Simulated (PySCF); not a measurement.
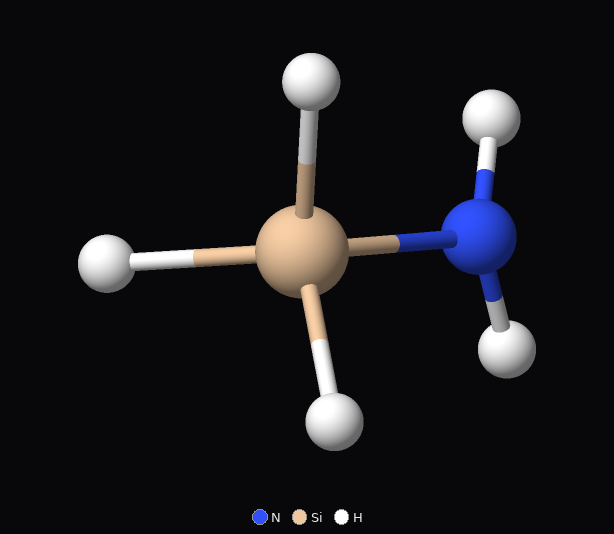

Simulated data, not a measurement (program: PySCF).

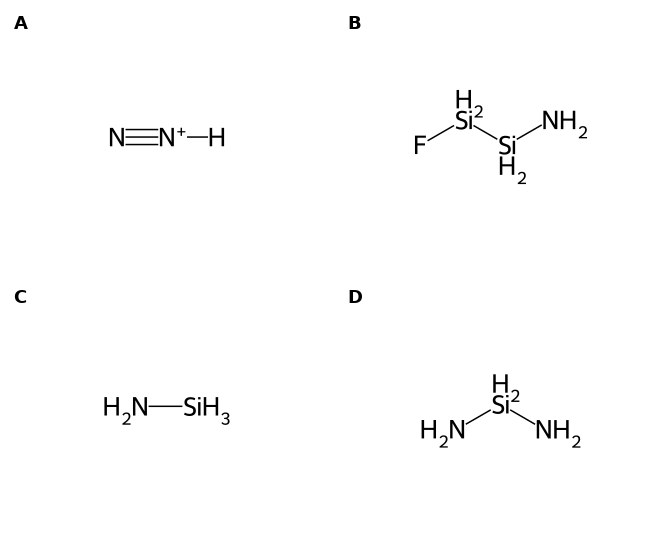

Question: The first picture shows one of the molecules drawn in the second. Which?

Answer: C, `N[SiH3]`.
